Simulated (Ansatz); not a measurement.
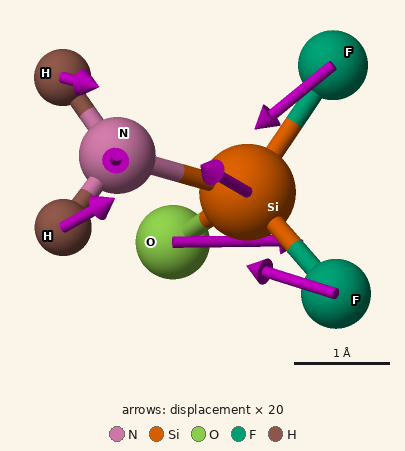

This is a relaxation of SiNH₂OF₂ (multiplicity 2). The starting structure is drawn; purple arrows show the displacements, magnified 20 times. The two geometries are superimposed by the best rigid fit.

The picture is a ball-and-stick view, seen at a tilt.

The start comes from PBE-D4/def2-SVP.

Theory: Ansatz, UKS PBE0-D4/def2-TZVP. Settings: force threshold 0.005 eV/Å; at most 150 steps.

### What did the optimiser do to the structure, and how much energy did it gain?

After 8 geometry steps the energy has fallen by 12.6 kJ/mol. Largest force component: 1.5 eV/Å at the start, 0.001 eV/Å at the end. The largest move after the best rigid fit is that of the O atom, 0.069 Å. By element the largest moves are O 0.069 Å, F 0.058 Å, Si 0.045 Å, H 0.036 Å, N 0.021 Å. Some distances before and after: N–Si 1.751 → 1.698 Å, F–Si 1.619 → 1.576 Å, H–N 1.026 → 1.008 Å. Bond angles that change, for instance: O–Si–F 117.1° → 113.7°, N–Si–O 99.4° → 102.0°. The run took roughly 4 core-minutes on a shared host.
